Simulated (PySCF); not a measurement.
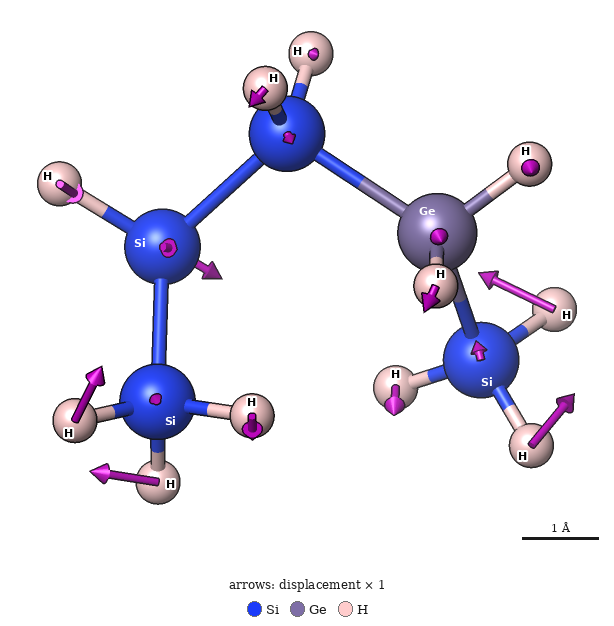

A relaxation of GeSi$_{4}$H$_{12}$. The starting structure is drawn; purple arrows show the displacements, at their true length. The two geometries are superimposed by the best rigid fit.

The picture is a ball-and-stick view, seen at a tilt.

The start comes from GFN2-xTB. Its atoms were then displaced at random by about 0.03 Å.

These are results of PBE0-D3(BJ)/def2-SVP geometry optimisation, gas phase in PySCF 2.14.0, density-fitted response routines, not measurements. 

**Which element moves most?**

Hydrogen: up to 1.16 Å, against 0.36 Å for silicon.

**Describe the change and its energy.**

The energy falls by 20.4 kcal/mol in 22 geometry steps. An H atom moves most after the best rigid fit: 1.16 Å. By element the largest moves are H 1.16 Å, Si 0.36 Å, Ge 0.31 Å. Near-neighbour distances that change, for instance: H–Si 1.614 → 1.497 Å, Si–Si 2.237 → 2.345 Å, H–Si 1.405 → 1.497 Å, H–Si 1.429 → 1.498 Å. Bond angles that change, for instance: Si–Ge–Si 121.9° → 108.2°, H–Ge–H 95.0° → 108.2°, H–Si–H 97.1° → 108.6°. Groups turn about Si–Si by about 50°, Ge–Si by about 40°. The run took 5.8 min on 1 thread of Arm Neoverse V2, with other jobs on the host.
